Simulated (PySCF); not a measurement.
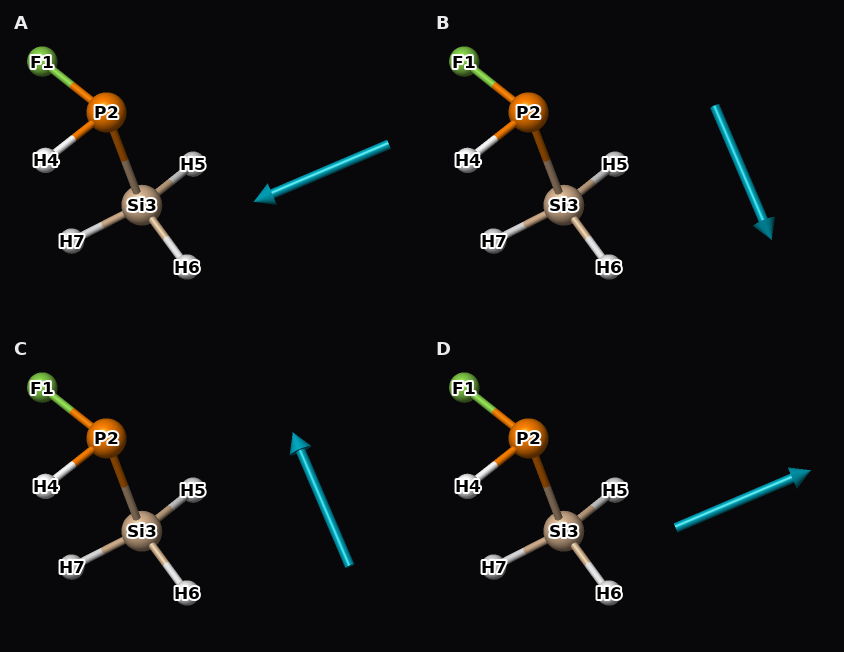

The same molecule four times, each with an arrow. The computed structure is the end point of a GFN2-xTB optimisation. No frequency run is at hand to confirm it as a minimum. Level of theory: B3LYP/def2-SVPD, gas phase (PySCF 2.14.0).

> Which arrow points along the dipole moment, from the negative to the positive end?

B. The dipole moment is 1.69 D; it points from the side of F1 to the side of H6 (the outermost atoms at the two ends).

The geometry is semi-empirical. Around P, Si such bond lengths and angles can be off by a tenth of an ångström or more and by several degrees, and values that hang on the shape move with them.
